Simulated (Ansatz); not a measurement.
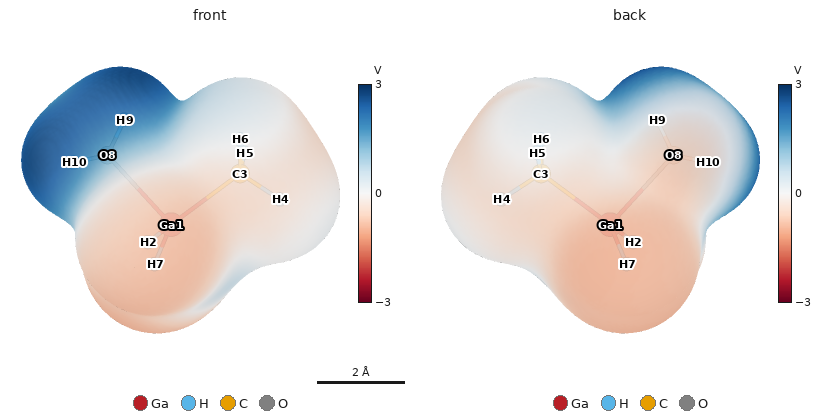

*CH7GaO. The molecular electrostatic potential painted on the density surface at 0.001 e/bohr³, seen from the front and from behind; red is negative and blue positive.*

Computed with RKS r2SCAN-D4/def2-SVP in Ansatz.

| atom | x (Å) | y (Å) | z (Å) |
| --- | --- | --- | --- |
| Ga | 0.0008 | -0.1538 | 0.1344 |
| H | 0.0512 | -0.8458 | 1.5556 |
| C | 1.6976 | 0.0263 | -0.8678 |
| H | 1.9447 | -0.9324 | -1.3569 |
| H | 1.6312 | 0.7837 | -1.6664 |
| H | 2.5550 | 0.2744 | -0.2191 |
| H | -1.3693 | -0.1181 | -0.6326 |
| O | 0.0016 | 1.8916 | 0.9162 |
| H | 0.9256 | 2.1728 | 0.9953 |
| H | -0.3432 | 1.8917 | 1.8217 |

**Where is the surface potential most negative and most positive?**

The most negative region (about −0.9 V) lies over H7, the most positive (about +2.7 V) over H9 and H10.
